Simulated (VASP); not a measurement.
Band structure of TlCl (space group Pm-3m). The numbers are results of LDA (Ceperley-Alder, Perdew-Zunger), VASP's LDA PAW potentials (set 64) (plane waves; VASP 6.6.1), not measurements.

Unless said otherwise, spin-orbit coupling is left out, though it shifts the bands of the heavy elements here.

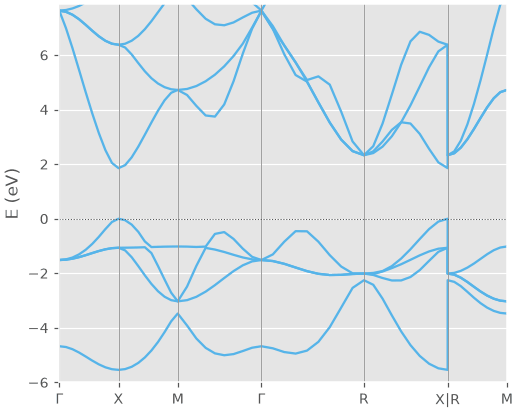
Figure. Bands along high-symmetry lines, zero at the valence-band maximum or, without a gap, the Fermi level

Question: Read the plot: is there a gap, and where are the band edges?

Answer: The gap is direct, 1.85 eV, from the valence maximum at X to the conduction minimum at X.

The structure is a typed TlCl crystal (Pm-3m). The cell was not relaxed at this level.
